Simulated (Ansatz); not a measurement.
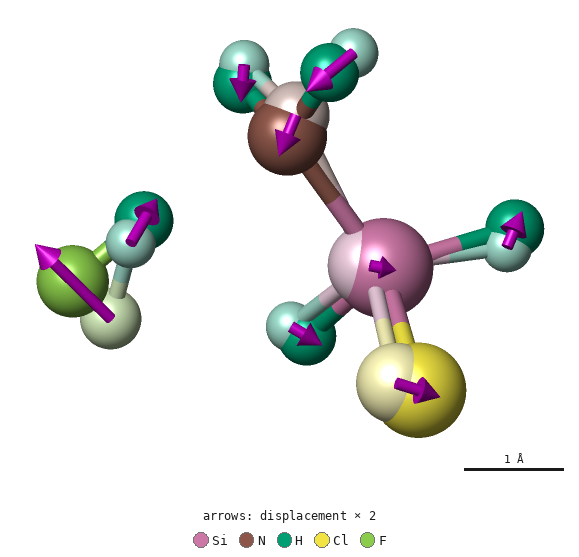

A relaxation of SiNH5ClF. The starting structure is drawn faded, the final one solid; purple arrows show the displacements, 2 times their true length. The two geometries are superimposed by the best rigid fit.

A ball-and-stick model, seen at a tilt.

The run prepares an end point of a later path (reaction) calculation, from a guessed geometry.

Theory: RKS B3LYP/6-31G* in Ansatz 0.2.0. (no spin polarisation; force threshold 0.03 eV/Å; at most 50 steps)

### Which element moves most?

Fluorine: up to 0.59 Å, against 0.34 Å for hydrogen.

### What happened in the run?

Over 6 accepted moves (7 points after the start) the energy falls by 0.228 eV. Largest force component: 1.1 eV/Å at the start, 0.025 eV/Å at the end. The line search rejected the trial step at point 3 of the run. The largest move after the best rigid fit is that of the F atom, 0.59 Å. By element the largest moves are F 0.59 Å, H 0.34 Å, Cl 0.25 Å, N 0.23 Å, Si 0.14 Å. Near-neighbour distances that change, for instance: N–Si 1.787 → 1.756 Å, F–H 0.935 → 0.956 Å, Cl–Si 2.074 → 2.068 Å, H–N 1.013 → 1.017 Å. Among the angles between lasting bonds that change: Cl–Si–H 102.0° → 105.7°, N–Si–H 110.1° → 107.0°, Cl–Si–H 114.1° → 111.2°.

Limits of the set-up: the start holds two separate molecules, 2.2 Å apart at their closest, whose relative position is a soft coordinate and is computed without a dispersion correction.
